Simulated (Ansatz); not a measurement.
**H2S2: where methods fail along a bond**

H2S2: 4 atoms, total charge 0, spin state singlet. Geometry: relaxed at GFN2-xTB.

```xyz
4

S    -0.4274   -0.5118   -0.8939
S    -0.4225    0.7175    0.7407
H     0.7069   -0.0779   -1.4597
H     0.1430   -0.1278    1.6130
```

The S2–H4 distance is scanned; the parts on either side stay rigid. Basis STO-3G, 10 core orbitals frozen in the correlated methods; program Ansatz 0.2.0. FCI is exact within this basis and core. Energies in eV from each method's value at 1.340 Å; methods without a U are spin-restricted. The shape above is that at 1.340 Å.

```csv
distance (Å),BLYP,revPBE,HSE06,CCSDT(Q),FCI
1.340,0.00,0.00,0.00,0.00,0.00
1.675,0.67,0.70,0.94,0.82,0.82
2.010,2.04,2.12,2.64,2.18,2.18
2.680,4.14,4.23,5.20,3.44,3.43
3.350,5.10,5.17,6.36,3.61,3.62
```

Departure from the FCI curve at its largest: BLYP +1.48 eV at 3.35 Å; revPBE +1.56 eV at 3.35 Å; HSE06 +2.74 eV at 3.35 Å; CCSDT(Q) within 0.005 eV. Restricted functionals keep the electrons paired too, and rise too high.

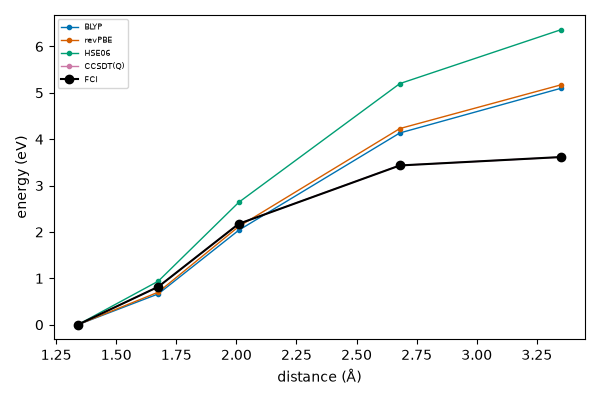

The curves of the table.
